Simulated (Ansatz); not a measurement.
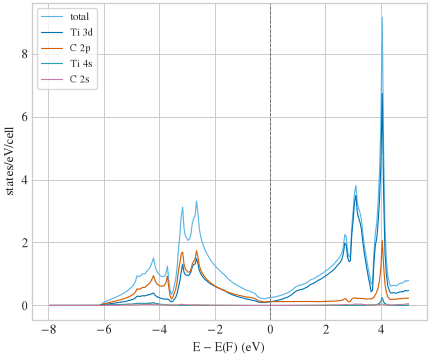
Figure. Total and projected density of states of TiC (rock salt, space group No. 225), r²SCAN in the plane-wave PAW code Ansatz

**Question.** Which orbitals carry the states next to the Fermi level?

**Answer.** Within 0.5 eV of the Fermi level: Ti 3d 50 %, C 2p 48 %. Projections are on Löwdin-orthogonalised atomic valence shells; empty p or d shells of many metals are not among them.

**Question.** Where is the tallest occupied peak in this window, and what makes it?

**Answer.** Near -2.6 eV, about 3.3 states/eV per cell; the largest projected share is C 2p.

Space group Fm-3m (rock salt). Symmetry was held in the r²SCAN relaxation. No spin polarisation was allowed.

Potentials: the earlier of the program's two PAW sets.
